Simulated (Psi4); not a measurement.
# CH2BN (SMILES BC#N), step by step

Aim: a geometry optimisation (singlet CH2BN, CAM-B3LYP/def2-SVPD), then the energy (doublet CH2BN+, UCAM-B3LYP/def2-SVPD), then a structure relaxation (doublet CH2BN+, UCAM-B3LYP/def2-SVPD), then a single-point energy (doublet CH2BN−, UCAM-B3LYP/def2-SVPD), then a geometry optimisation (doublet CH2BN−, UCAM-B3LYP/def2-SVPD) of CH2BN. 

The results are computed with Psi4 1.11.

## Step 1: The structure to begin with

The species is CH2BN (5 atoms), meant as a singlet with charge 0. As SMILES, `BC#N`. The shape is that of a PBE0-D4/def2-TZVP optimisation. The run starts from this shape.

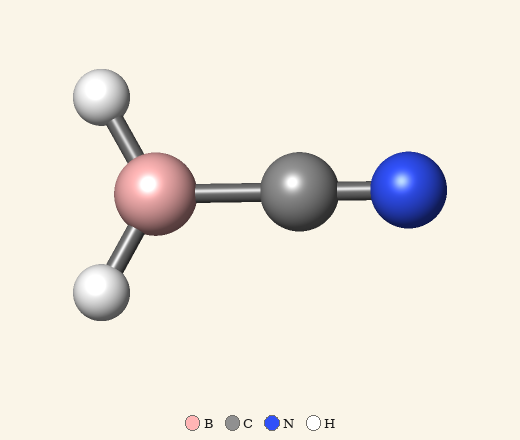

Viewed from a chosen angle; boron pink, carbon grey, nitrogen blue, hydrogen white.

## Step 2: A geometry optimisation at CAM-B3LYP/def2-SVPD (density fitting) (run 1)

Contents of ch2bn.xyz:

```xyz
5
CH2BN
B     -0.219200     0.441300    -0.341900
C      0.352700    -0.696700     0.490700
N      0.786500    -1.559600     1.122200
H     -0.744300     0.187400    -1.377600
H     -0.125900     1.554000     0.065300
```

Contents of ch2bn.py:

```python
import psi4

psi4.set_memory('1600 MB')
psi4.set_num_threads(1)
psi4.core.set_output_file('psi4.out', False)

with open('ch2bn.xyz') as f:
    atoms = ''.join(f.readlines()[2:])
molecule = psi4.geometry('0 1\n' + atoms + 'symmetry c1')

psi4.set_options({
    'reference': 'rks',
})

E = psi4.optimize('cam-b3lyp/def2-SVPD')
print(f'total energy {E:.8f} hartree = {E * 27.211386:.5f} eV')
print(molecule.to_string(dtype='xyz', units='Angstrom'))
```

Launch:

```sh
$ python ch2bn.py
```

psi4.out:

```text
[...]
  Running in c1 symmetry.
[...]
  Nuclear repulsion =   46.207232349375985
[...]
  Multiplicity = 1
[...]
  Nalpha       = 10
  Nbeta        = 10
[...]
    Number of basis functions: 76
[...]
   @DF-RKS iter   1:  -118.65042079456362   -8.65813e-01   4.61603e-03 DIIS/ADIIS
[...]
   @DF-RKS iter   8:  -118.71662957716242   -3.59250e-11   6.61604e-09 DIIS
[...]
  @DF-RKS Final Energy:  -118.71662957716242
   => Energetics <=
    Nuclear Repulsion Energy =             46.0252833800277230
    One-Electron Energy =                -249.7628629988895170
    Two-Electron Energy =                  97.3034648264962101
    DFT Exchange-Correlation Energy =     -12.2825147847968434
    Empirical Dispersion Energy =           0.0000000000000000
    VV10 Nonlocal Energy =                  0.0000000000000000
    Total Energy =                       -118.7166295771624220
[...]
 Multipole Moments:
 ------------------------------------------------------------------------------------
     Multipole            Electronic (a.u.)      Nuclear  (a.u.)        Total (a.u.)
 ------------------------------------------------------------------------------------
 L = 1.  Multiply by 2.5417464519 to convert [e a0] to [Debye]
 Dipole X            :          0.4766758           -0.8962909           -0.4196152
 Dipole Y            :         -0.9482427            1.7831048            0.8348621
 Dipole Z            :          0.6937962           -1.3047117           -0.6109155
 Magnitude           :                                                    1.1163733
[...]
  -Total Gradient:
     Atom            X                  Y                   Z
    ------   -----------------  -----------------  -----------------
       1        0.000032685547    -0.000043363991     0.000038481564
       2       -0.000098946863     0.000181278080    -0.000141811159
       3        0.000086333289    -0.000166483296     0.000125653607
       4       -0.000043611747    -0.000055252004    -0.000088530477
       5        0.000020424517     0.000090025876     0.000061670435
[...]
    Final optimized geometry and variables:
    Molecular point group: c1
    Full point group: C1
    Geometry (in Angstrom), charge = 0, multiplicity = 1:
    B           -0.527911218996     1.050324170819    -0.768545270412
    C            0.047271790748    -0.094111172824     0.068817219644
    N            0.481890893354    -0.958700575020     0.701539737700
    H           -1.056673666875     0.796764004652    -1.811037749958
    H           -0.434933973054     2.170764638525    -0.360341075593
```

On the terminal:

```text
Some dependencies such as QCElemental have not yet finished migration to pydantic v2. If issues are encountered please downgrade pydantic or upgrade QCElemental as appropriate
Inverting a small eigenvalue. System may include redundancies
Smallest inverted value is 5.497e-09.
Inverting a small eigenvalue. System may include redundancies
Smallest inverted value is 3.367e-09.
Optimizer: Optimization complete!
total energy -118.71662958 hartree = -3230.44403 eV
5
0 1 BCH2N
B                    -0.527911218996     1.050324170819    -0.768545270412
C                     0.047271790748    -0.094111172824     0.068817219644
N                     0.481890893354    -0.958700575020     0.701539737700
H                    -1.056673666875     0.796764004652    -1.811037749958
H                    -0.434933973054     2.170764638525    -0.360341075593
```

Run time: 11 s. Hardware: 1 thread of Intel Xeon 6975P-C (Granite Rapids), shared host; peak memory 0.49 GiB.

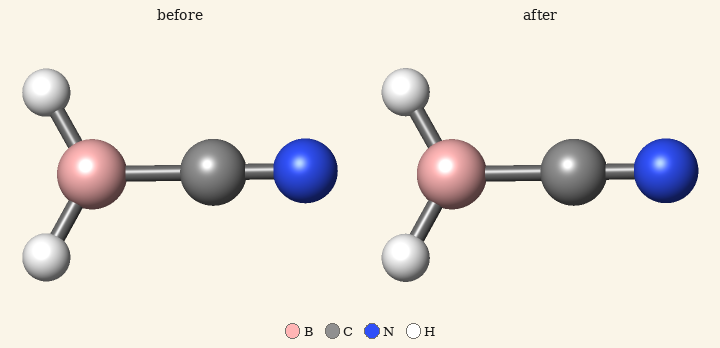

Before and after, at one scale.

After the run. Bond lengths: B1–C2 1.530 Å, C2–N3 1.156 Å, B1–H4 1.196 Å, B1–H5 1.196 Å. Angles: B1–C2–N3 180.0°, C2–B1–H4 119.0°, C2–B1–H5 119.0°, H4–B1–H5 122.0°.

## Step 3: The doublet cation: the energy at UCAM-B3LYP/def2-SVPD (density fitting) (run 2)

Contents of calc.in:

```
memory 1.6 GB

molecule {
  1 2
  B     -0.221578     0.445985    -0.345362
  C      0.353605    -0.698450     0.492000
  N      0.788224    -1.563040     1.124723
  H     -0.750341     0.192425    -1.387855
  H     -0.128601     1.566426     0.062842
  symmetry c1
}

set globals {
  reference uks
}

e, wfn = energy("cam-b3lyp/def2-SVPD", return_wfn=True)
```

Launch:

```sh
$ psi4 -n 1 calc.in calc.out
```

calc.out:

```text
[...]
  Running in c1 symmetry.
[...]
  Nuclear repulsion =   46.025272638812119
[...]
  Multiplicity = 2
[...]
  Nalpha       = 10
  Nbeta        = 9
[...]
    Number of basis functions: 76
[...]
   @DF-UKS iter   1:  -118.20174664701676   -4.29400e-01   3.56377e-03 ADIIS/DIIS
[...]
   @DF-UKS iter  10:  -118.25630407129077   -9.31804e-08   8.97895e-07 DIIS
[...]
   @S^2 Observed:                7.647062679E-01
[...]
    Orbital Energies [Eh]
    ---------------------
    Alpha Occupied:
       1A    -14.785278     2A    -10.643047     3A     -7.191808
       4A     -1.354518     5A     -0.983418     6A     -0.806183
       7A     -0.801494     8A     -0.759544     9A     -0.757453
      10A     -0.728716
    Alpha Virtual:
      11A     -0.345404    12A     -0.250654    13A     -0.158681
      14A     -0.135771    15A     -0.082361    16A     -0.074020
      17A     -0.049233    18A     -0.047893    19A     -0.037571
      20A     -0.013047    21A      0.003683    22A      0.059244
      23A      0.067977    24A      0.068064    25A      0.092972
[...]
  @DF-UKS Final Energy:  -118.25630407129077
   => Energetics <=
    Nuclear Repulsion Energy =             46.0252726388121189
    One-Electron Energy =                -243.6012081470634030
    Two-Electron Energy =                  91.3922956420342700
    DFT Exchange-Correlation Energy =     -12.0726642050737514
    Empirical Dispersion Energy =           0.0000000000000000
    VV10 Nonlocal Energy =                  0.0000000000000000
    Total Energy =                       -118.2563040712907707
[...]
 Multipole Moments:
 ------------------------------------------------------------------------------------
     Multipole            Electronic (a.u.)      Nuclear  (a.u.)        Total (a.u.)
 ------------------------------------------------------------------------------------
 L = 1.  Multiply by 2.5417464519 to convert [e a0] to [Debye]
 Dipole X            :          0.2913108           -0.8962916           -0.6049808
 Dipole Y            :         -0.5795488            1.7831054            1.2035567
 Dipole Z            :          0.4239415           -1.3047122           -0.8807707
 Magnitude           :                                                    1.6094432
[...]
```

It took 7.5 s on 1 thread of Intel Xeon 6975P-C (Granite Rapids), shared host; peak memory 0.45 GiB.

## Step 4: The doublet cation: a geometry optimisation at UCAM-B3LYP/def2-SVPD (density fitting) (run 3)

Contents of ch2bn.in:

```
memory 1600 MB

molecule m {
  1 2
  B     -0.41872174     0.84278951    -0.65263959
  C      0.66821661    -1.31987921     0.92974525
  N      1.48952748    -2.95371752     2.12541844
  H     -1.41793899     0.36363055    -2.62266585
  H     -0.24302067     2.96011613     0.11875417
  units au
  symmetry c1
}

set reference uks
set geom_maxiter 50

e_tot, wfn = opt("cam-b3lyp/def2-SVPD", return_wfn=True)
print_variables()
```

Launch:

```sh
$ psi4 -n 1 ch2bn.in ch2bn.out
```

ch2bn.out:

```text
[...]
  Running in c1 symmetry.
[...]
  Nuclear repulsion =   46.025272657370067
[...]
  Multiplicity = 2
[...]
  Nalpha       = 10
  Nbeta        = 9
[...]
    Number of basis functions: 76
[...]
   @DF-UKS iter   1:  -118.20174669691731   -4.29400e-01   3.56377e-03 DIIS/ADIIS
[...]
   @DF-UKS iter  10:  -118.26243082635089   -1.29461e-11   9.18420e-09 DIIS
[...]
   @S^2 Observed:                7.809690196E-01
[...]
  @DF-UKS Final Energy:  -118.26243082635089
   => Energetics <=
    Nuclear Repulsion Energy =             45.7455427506804071
    One-Electron Energy =                -243.2833932977328857
    Two-Electron Energy =                  91.3192376742234302
    DFT Exchange-Correlation Energy =     -12.0438179535218559
    Empirical Dispersion Energy =           0.0000000000000000
    VV10 Nonlocal Energy =                  0.0000000000000000
    Total Energy =                       -118.2624308263508937
[...]
 Multipole Moments:
 ------------------------------------------------------------------------------------
     Multipole            Electronic (a.u.)      Nuclear  (a.u.)        Total (a.u.)
 ------------------------------------------------------------------------------------
 L = 1.  Multiply by 2.5417464519 to convert [e a0] to [Debye]
 Dipole X            :          0.2299625           -1.0248376           -0.7948751
 Dipole Y            :         -0.4574020            2.0388562            1.5814542
 Dipole Z            :          0.3346689           -1.4918532           -1.1571844
 Magnitude           :                                                    2.1146866
[...]
  -Total Gradient:
     Atom            X                  Y                   Z
    ------   -----------------  -----------------  -----------------
       1       -0.000013889150     0.000026725033    -0.000020158270
       2        0.000000540311     0.000002583481    -0.000001816217
       3       -0.000019342867     0.000036295620    -0.000026472197
       4        0.000014232177    -0.000035089826     0.000019786648
       5        0.000017323562    -0.000028249664     0.000027001483
[...]
```

The script printed:

```text
Optimizer: Optimization complete!
```

Run time: 66 s. Hardware: 1 thread of Intel Xeon 6975P-C (Granite Rapids), shared host; peak memory 0.49 GiB.

The path in brief:

```csv
step,energy from the first frame kept (eV),largest force (eV/Å)
0,0.0000,5.5439
1,-0.1346,0.6028
2,-0.1445,0.3139
3,-0.1502,0.3154
4,-0.1568,0.4514
5,-0.1646,0.2549
6,-0.1663,0.0436
7,-0.1665,0.0133
8,-0.1667,0.0077
9,-0.1667,0.0025
```

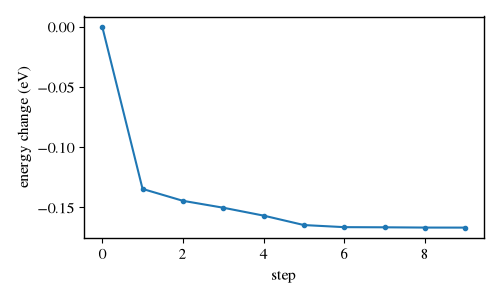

Energy along the run.

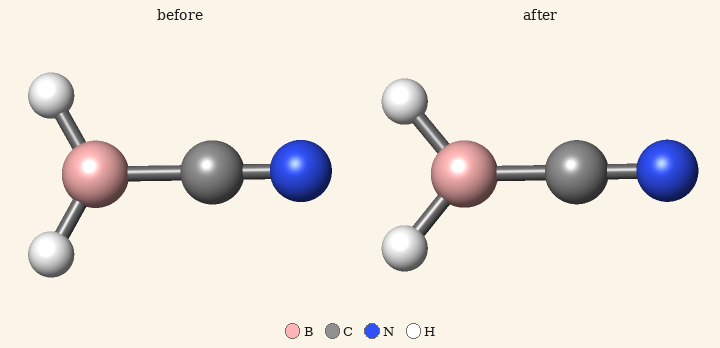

Before and after, at one scale.

After the run. Bond lengths: B1–C2 1.469 Å, C2–N3 1.184 Å, B1–H4 1.244 Å, B1–H5 1.244 Å. Angles: B1–C2–N3 180.0°, C2–B1–H4 129.0°, C2–B1–H5 129.0°, H4–B1–H5 102.1°.

## Step 5: The doublet anion: a single-point energy at UCAM-B3LYP/def2-SVPD (density fitting) (run 4)

Contents of calc.inp:

```
memory 1.6 GB

molecule mol {
  -1 2
  B     -0.221578     0.445985    -0.345362
  C      0.353605    -0.698450     0.492000
  N      0.788224    -1.563040     1.124723
  H     -0.750341     0.192425    -1.387855
  H     -0.128601     1.566426     0.062842
  symmetry c1
}

set basis def2-SVPD
set reference uks

e_tot, wfn = energy('cam-b3lyp', return_wfn=True)
print_variables()
```

Launch:

```sh
$ psi4 calc.inp calc.out -n 1
```

calc.out:

```text
[...]
  Running in c1 symmetry.
[...]
  Nuclear repulsion =   46.025272638812119
[...]
  Multiplicity = 2
[...]
  Nalpha       = 11
  Nbeta        = 10
[...]
    Number of basis functions: 76
[...]
   @DF-UKS iter   1:  -118.58448474716238   -8.12138e-01   6.79454e-03 DIIS/ADIIS
[...]
   @DF-UKS iter  10:  -118.76109319576256   -8.32626e-08   5.19308e-07 DIIS
[...]
   @S^2 Observed:                7.594150765E-01
[...]
    Orbital Energies [Eh]
    ---------------------
    Alpha Occupied:
       1A    -14.175730     2A    -10.062683     3A     -6.591945
       4A     -0.759336     5A     -0.432050     6A     -0.267222
       7A     -0.233233     8A     -0.218384     9A     -0.218035
      10A     -0.166664    11A     -0.006362
    Alpha Virtual:
      12A      0.191904    13A      0.257415    14A      0.280513
      15A      0.301485    16A      0.315136    17A      0.325302
      18A      0.332509    19A      0.334982    20A      0.368453
      21A      0.382079    22A      0.419873    23A      0.442219
      24A      0.501120    25A      0.505048    26A      0.521953
[...]
  @DF-UKS Final Energy:  -118.76109319576256
   => Energetics <=
    Nuclear Repulsion Energy =             46.0252726388121189
    One-Electron Energy =                -254.9171129917263841
    Two-Electron Energy =                 102.5650316555972097
    DFT Exchange-Correlation Energy =     -12.4342844984454910
    Empirical Dispersion Energy =           0.0000000000000000
    VV10 Nonlocal Energy =                  0.0000000000000000
    Total Energy =                       -118.7610931957625553
[...]
 Multipole Moments:
 ------------------------------------------------------------------------------------
     Multipole            Electronic (a.u.)      Nuclear  (a.u.)        Total (a.u.)
 ------------------------------------------------------------------------------------
 L = 1.  Multiply by 2.5417464519 to convert [e a0] to [Debye]
 Dipole X            :          1.0375117           -0.8962916            0.1412200
 Dipole Y            :         -2.0641241            1.7831054           -0.2810186
 Dipole Z            :          1.5103296           -1.3047122            0.2056174
 Magnitude           :                                                    0.3757567
[...]
```

Wall time 6 s (1 thread of Intel Xeon 6975P-C (Granite Rapids), shared host); peak memory 0.45 GiB.

## Step 6: The doublet anion: a geometry optimisation at UCAM-B3LYP/def2-SVPD (density fitting) (run 5)

Contents of ch2bn.py:

```python
import psi4

psi4.set_memory(1600000000)
psi4.set_num_threads(1)
psi4.set_output_file('run.log', False)

m = psi4.geometry("""
-1 2
B     -0.221578     0.445985    -0.345362
C      0.353605    -0.698450     0.492000
N      0.788224    -1.563040     1.124723
H     -0.750341     0.192425    -1.387855
H     -0.128601     1.566426     0.062842
units angstrom
symmetry c1
""")

psi4.set_options({
    'reference': 'uks',
    'geom_maxiter': 50,
})

e_tot = psi4.optimize("cam-b3lyp/def2-SVPD")
print('E =', round(e_tot, 9))
print(m.to_string(dtype='xyz', units='Angstrom'))
```

Launch:

```sh
$ python ch2bn.py
```

run.log:

```text
[...]
  Running in c1 symmetry.
[...]
  Nuclear repulsion =   46.025272638812119
[...]
  Multiplicity = 2
[...]
  Nalpha       = 11
  Nbeta        = 10
[...]
    Number of basis functions: 76
[...]
   @DF-UKS iter   0:  -118.76299068226609   -1.18763e+02   1.80174e-04
[...]
   @DF-UKS iter   8:  -118.76212613420647   -2.89901e-12   4.61770e-09 DIIS
[...]
   @S^2 Observed:                7.609657889E-01
[...]
  @DF-UKS Final Energy:  -118.76212613420647
   => Energetics <=
    Nuclear Repulsion Energy =             45.7170987133487330
    One-Electron Energy =                -254.3145865021692771
    Two-Electron Energy =                 102.2517361025419689
    DFT Exchange-Correlation Energy =     -12.4163744479278790
    Empirical Dispersion Energy =           0.0000000000000000
    VV10 Nonlocal Energy =                  0.0000000000000000
    Total Energy =                       -118.7621261342064685
[...]
 Multipole Moments:
 ------------------------------------------------------------------------------------
     Multipole            Electronic (a.u.)      Nuclear  (a.u.)        Total (a.u.)
 ------------------------------------------------------------------------------------
 L = 1.  Multiply by 2.5417464519 to convert [e a0] to [Debye]
 Dipole X            :          1.0405972           -0.9089293            0.1316679
 Dipole Y            :         -2.0702293            1.8082470           -0.2619823
 Dipole Z            :          1.5148127           -1.3231125            0.1917002
 Magnitude           :                                                    0.3503143
[...]
  -Total Gradient:
     Atom            X                  Y                   Z
    ------   -----------------  -----------------  -----------------
       1       -0.000014948365     0.000031265753    -0.000023476445
       2       -0.000057668254     0.000114534394    -0.000084003619
       3        0.000014142347    -0.000028238147     0.000020944507
       4        0.000018766422    -0.000074633801     0.000020357885
       5        0.000036285068    -0.000036115687     0.000061192728
[...]
    Final optimized geometry and variables:
    Molecular point group: c1
    Full point group: C1
    Geometry (in Angstrom), charge = -1, multiplicity = 2:
    B           -0.526396613189     1.047297402369    -0.766338173565
    C            0.043393511194    -0.086332840636     0.063168518644
    N            0.484882329911    -0.964693874109     0.705895297741
    H           -1.065595380596     0.802089807598    -1.826620120376
    H           -0.437943606820     2.189160455667    -0.362128208979
[...]
```

On the terminal:

```text
Optimizer: Optimization complete!
E = -118.762126134
5
-1 2 BCH2N
B                    -0.526396613189     1.047297402369    -0.766338173565
C                     0.043393511194    -0.086332840636     0.063168518644
N                     0.484882329911    -0.964693874109     0.705895297741
H                    -1.065595380596     0.802089807598    -1.826620120376
H                    -0.437943606820     2.189160455667    -0.362128208979
```

Wall time 32 s (1 thread of Intel Xeon 6975P-C (Granite Rapids), shared host); peak memory 0.5 GiB.

The path in brief:

```csv
step,energy from the first frame kept (eV),largest force (eV/Å)
0,0.0000,2.2840
1,-0.0271,0.3298
2,-0.0280,0.0517
3,-0.0281,0.0143
4,-0.0281,0.0079
```

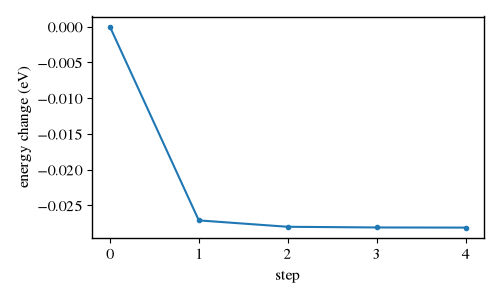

Energy along the run.

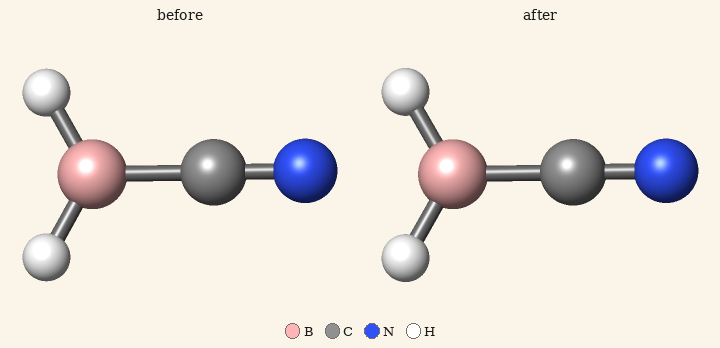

Before and after, at one scale.

After the run. Bond lengths: B1–C2 1.516 Å, C2–N3 1.175 Å, B1–H4 1.215 Å, B1–H5 1.215 Å. Angles: B1–C2–N3 180.0°, C2–B1–H4 119.6°, C2–B1–H5 119.6°, H4–B1–H5 120.8°.

## Step 7: Outcome

```
                                                               quantity          value
                    run 1, CAM-B3LYP/def2-SVPD: total energy at the end  -118.71663 Eh
                              run 1, CAM-B3LYP/def2-SVPD: dipole moment         2.84 D
                                run 1, CAM-B3LYP/def2-SVPD: HOMO energy      -11.21 eV
                                run 1, CAM-B3LYP/def2-SVPD: LUMO energy       -2.24 eV
                              run 1, CAM-B3LYP/def2-SVPD: HOMO–LUMO gap        8.97 eV
                                    doublet cation, run 2: total energy  -118.25630 Eh
              doublet cation, run 2: HOMO energy (highest over α and β)      -19.69 eV
               doublet cation, run 2: LUMO energy (lowest over α and β)      -13.88 eV
                                            doublet cation, run 2: ⟨S²⟩          0.765
                         doublet cation, run 3: total energy at the end  -118.26243 Eh
              doublet cation, run 3: HOMO energy (highest over α and β)      -19.17 eV
               doublet cation, run 3: LUMO energy (lowest over α and β)      -13.32 eV
                                            doublet cation, run 3: ⟨S²⟩          0.781
                                     doublet anion, run 4: total energy  -118.76109 Eh
               doublet anion, run 4: HOMO energy (highest over α and β)       -0.17 eV
                doublet anion, run 4: LUMO energy (lowest over α and β)        5.21 eV
                                             doublet anion, run 4: ⟨S²⟩          0.759
                          doublet anion, run 5: total energy at the end  -118.76213 Eh
               doublet anion, run 5: HOMO energy (highest over α and β)       -0.24 eV
                doublet anion, run 5: LUMO energy (lowest over α and β)        5.22 eV
                                             doublet anion, run 5: ⟨S²⟩          0.761
 adiabatic electron affinity (to the doublet anion, no zero-point term)       1.238 eV
adiabatic ionisation energy (to the doublet cation, no zero-point term)      12.359 eV
```

**Reading.** The adiabatic electron affinity (to the doublet anion, no zero-point term) is 1.24 eV (29 kcal/mol). The adiabatic ionisation energy (to the doublet cation, no zero-point term) is 12.36 eV (285 kcal/mol). The optimisation (run 1, CAM-B3LYP/def2-SVPD) took 2 steps and changed the energy by -0.003 eV. The optimisation (doublet cation, run 3) took 10 steps and changed the energy by -0.167 eV. The optimisation (doublet anion, run 5) took 5 steps and changed the energy by -0.028 eV.
